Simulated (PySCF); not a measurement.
**One shape, several levels: SiSe (SMILES [Si][Se])**

We compute a comparison of 4 runs (LRC-wPBE/6-311G**, MN15/cc-pwCVDZ, UMP2/pcseg-3) of SiSe. Input form: a Python script.

Program for the calculation: PySCF 2.14.0.

2 further runs of the same task are left out: 2 set aside as unsound or not needed.

## (1) The molecule

The species is SiSe (2 atoms), meant as a singlet with charge 0. SMILES: `[Si][Se]`. Geometry: a GFN2-xTB relaxation, a rough one for these elements and not checked as a minimum.

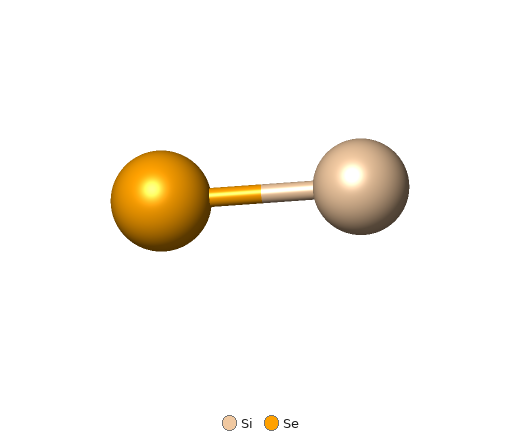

Viewed from a chosen angle; silicon light orange, selenium orange.

## (2) Energy and gradient at LRC-wPBE/6-311G(d,p) (density fitting with def2-universal-jkfit) (run 1)

The input, geometry.xyz:

```xyz
2
SeSi
Si     0.000000     0.000000     0.000000
Se     0.000000     0.000000     2.124530
```

The input, calc.py:

```python
from pyscf import gto, dft

mol = gto.M(
    atom='geometry.xyz',
    verbose=3,
    basis='6-311g**',
    max_memory=1860,
)

myscf = dft.RKS(mol)
myscf.xc = 'lrc-wpbe'
myscf = myscf.density_fit(auxbasis='def2-universal-jkfit')
myscf.conv_tol = 1e-11
myscf.diis_space = 2
myscf.kernel()

e_final = myscf.e_tot
print(f'total energy: {e_final:.8f} hartree')
grad = myscf.nuc_grad_method().kernel()
```

Launch:

```
$ OMP_NUM_THREADS=1 python calc.py
```

Output:

```text
converged SCF energy = -2690.55678716413
total energy: -2690.55678716 hartree
--------------- DFRKS gradients ---------------
         x                y                z
0 Si    -0.0000000000    -0.0000000000    -0.0381354630
1 Se     0.0000000000     0.0000000000     0.0381586590
----------------------------------------------
```

Run time: 8.1 s. Hardware: 1 thread of Arm Neoverse V2, shared host; peak memory 0.44 GiB.

## (3) The charge distribution at MN15/cc-pwCVDZ (sfX2C, COSMO methanol) (run 2)

The input, input.py:

```python
import numpy
from pyscf import gto, scf, dft, lo, solvent

mol = gto.M(
    atom='''
Si
Se 1 2.12453
''',
    charge=0,
    basis='cc-pwcvdz',
    verbose=4,
    max_memory=1860,
)

calc0 = dft.RKS(mol, xc='mn15')
calc0 = calc0.x2c()
calc0 = calc0.PCM()
calc0.with_solvent.method = 'COSMO'
calc0.with_solvent.eps = 32.613  # methanol
calc0.conv_tol = 1e-06
calc0.kernel()

etot = calc0.e_tot
print('E = %.10f Eh' % etot)
dip = calc0.dip_moment()
pop, q = calc0.mulliken_pop()
quad = calc0.quad_moment()
occ = calc0.mo_coeff[:, calc0.mo_occ > 0]
iaos = lo.vec_lowdin(lo.iao.iao(mol, occ), calc0.get_ovlp())
c = iaos.T @ calc0.get_ovlp() @ occ
pop_iao, q_iao = scf.hf.mulliken_pop(lo.iao.reference_mol(mol), (c * calc0.mo_occ[calc0.mo_occ > 0]) @ c.T, numpy.eye(c.shape[0]), verbose=0)
print('IAO charges', numpy.round(q_iao, 4))
```

Launch:

```
$ OMP_NUM_THREADS=1 python input.py
```

Output:

```text
PySCF version 2.14.0

[... 61 lines left out ...]
Solvent Energy = -0.00013906530352091
[... 7 lines left out ...]
Solvent Energy = -0.0103149121748076
[... 7 lines left out ...]
Solvent Energy = -0.00314667867304518
[... 7 lines left out ...]
Solvent Energy = -0.0032139674736797
[... 7 lines left out ...]
Solvent Energy = -0.00321349540029277
[... 3 lines left out ...]
Dipole moment(X, Y, Z, Debye): -2.60895,  0.00000, -0.00000
[... 76 lines left out ...]
IAO charges [ 0.328 -0.328]
```

Run time: 5.4 s. Hardware: 1 thread of Arm Neoverse V2, shared host; peak memory 0.29 GiB.

Atomic charges (e):

| atom | Mulliken | IAO |
| --- | --- | --- |
| Si1 | +0.272 | +0.328 |
| Se2 | -0.272 | -0.328 |

## (4) Energy and one-electron properties at MN15/cc-pwCVDZ (sfX2C, Cartesian functions, COSMO methanol) (run 3)

The input, run.py:

```python
import numpy
from pyscf import gto, scf, dft, lo, solvent

system = gto.M(
    atom='''
Si
Se 1 2.12453
''',
    verbose=4,
    spin=0,
    cart=True,
    basis='cc-pwcvdz',
    max_memory=1860,
)

myscf = dft.RKS(system, xc='mn15')
myscf = myscf.sfx2c1e()
myscf = myscf.PCM()
myscf.with_solvent.method = 'COSMO'
myscf.with_solvent.eps = 32.613
myscf.diis_space = 12
myscf.kernel()

e_final = myscf.e_tot
print(f'total energy: {e_final:.8f} hartree')
myscf.analyze()
quad = myscf.quad_moment()
occ = myscf.mo_coeff[:, myscf.mo_occ > 0]
iaos = lo.vec_lowdin(lo.iao.iao(system, occ), myscf.get_ovlp())
c = iaos.T @ myscf.get_ovlp() @ occ
pop_iao, q_iao = scf.hf.mulliken_pop(lo.iao.reference_mol(system), (c * myscf.mo_occ[myscf.mo_occ > 0]) @ c.T, numpy.eye(c.shape[0]), verbose=0)
print('IAO charges', numpy.round(q_iao, 4))
```

Launch:

```
$ OMP_NUM_THREADS=1 python run.py
```

Output:

```text
PySCF version 2.14.0

[... 105 lines left out ...]
total energy: -2714.03824742 hartree
[... 19 lines left out ...]
MO #11  energy= -5.22776290741395  occ= 2
[... 16 lines left out ...]
MO #28  energy= 0.172273567728709  occ= 0
[... 16 lines left out ...]
MO #45  energy= 1.0442976388525    occ= 0
[... 16 lines left out ...]
MO #62  energy= 4.14088212209663   occ= 0
[... 99 lines left out ...]
Dipole moment(X, Y, Z, Debye): -2.59045, -0.00000,  0.00000
[... 2 lines left out ...]
IAO charges [ 0.334 -0.334]
```

Run time: 6.9 s. Hardware: 1 thread of Arm Neoverse V2, shared host; peak memory 0.32 GiB.

Atomic charges (e):

| atom | Mulliken | IAO |
| --- | --- | --- |
| Si1 | +0.252 | +0.334 |
| Se2 | -0.252 | -0.334 |

## (5) The energy at UMP2/pcseg-3 (sfX2C, density fitting with def2-universal-jkfit) (run 4)

The input, job.py:

```python
from pyscf import gto, scf, mp

mol = gto.M(
    atom='Si 0.000000 0.000000 0.000000; Se 0.000000 0.000000 2.124530',
    symmetry=True,
    basis='pcseg-3',
    spin=0,
    verbose=4,
    max_memory=1860,
)

mf = scf.UHF(mol)
mf = mf.x2c()
mf = mf.density_fit(auxbasis='def2-universal-jkfit')
mf.kernel()
for _ in range(3):
    mo, _, stable, _ = mf.stability(return_status=True)
    if stable:
        break
    mf.kernel(mf.make_rdm1(mo, mf.mo_occ))

pt = mp.MP2(mf, frozen=14).run()
e_final = pt.e_tot
print('E(%s) = %.9f' % ('MP2', e_final))
dip = mf.dip_moment()
pop, q = mf.mulliken_pop()
```

Launch:

```
$ OMP_NUM_THREADS=1 python job.py
```

Output:

```text
PySCF version 2.14.0

[... 123 lines left out ...]
converged SCF energy = -2711.56799126694  <S^2> = 9.4427577e-11  2S+1 = 1
[... 11 lines left out ...]
Dipole moment(X, Y, Z, Debye):  0.00000, -0.00000, -2.43800
[... 8 lines left out ...]
charge of  1Se =     -0.42189  (    17.21095     17.21094 )
```

Run time: 36 s. Hardware: 1 thread of Arm Neoverse V2, shared host; peak memory 0.23 GiB.

## (6) All runs side by side

| run | level | task | integral approximation | energy (Eh) | dipole moment (D) of the reference | HOMO energy (eV) | LUMO energy (eV) | wall time |
| --- | --- | --- | --- | --- | --- | --- | --- | --- |
| 1 | LRC-wPBE/6-311G** (density fitting with def2-universal-jkfit) | gradient | def2-universal-jkfit | -2690.556787 | 1.80 | -9.80 | -0.80 | 8.1 s |
| 2 | MN15/cc-pwCVDZ (sfX2C, COSMO methanol) | properties | none | -2713.717569 | 2.61 | -8.11 | -1.82 | 5.4 s |
| 3 | MN15/cc-pwCVDZ (sfX2C, Cartesian functions, COSMO methanol) | properties | none | -2714.038247 | 2.59 | -8.14 | -1.86 | 6.9 s |
| 4 | UMP2/pcseg-3 (sfX2C, density fitting with def2-universal-jkfit) | energy | def2-universal-jkfit | -2712.010674 | 2.44 | -9.70 | 0.21 | 36 s |

## (7) Outcome

| quantity | value |
| --- | --- |
| run 4: total energy | -2712.01067 Eh |
| run 4: dipole moment (Hartree–Fock density) | 2.44 D |
| run 4: HOMO energy (Hartree–Fock orbitals) | -9.70 eV |
| run 4: LUMO energy (Hartree–Fock orbitals) | 0.21 eV |
| run 4: HOMO–LUMO gap (Hartree–Fock orbitals) | 9.91 eV |
| run 4: correlation energy (14 core orbitals frozen) | -442.7 mEh |

In words: Over runs 1, 2, 3 the dipole moment (its size) runs from 1.80 D (LRC-wPBE/6-311G**) to 2.61 D (MN15/cc-pwCVDZ). The two ends differ in method and basis and solvent and Hamiltonian. Over runs 1, 2, 3 the HOMO–LUMO gap runs from 6.28 eV (MN15/cc-pwCVDZ) to 8.99 eV (LRC-wPBE/6-311G**). Totals of different functionals can't be ranked against each other. Some runs of one species differ in core potentials or relativity; totals across that change don't compare. All runs together took 56 s, the longest 36 s.
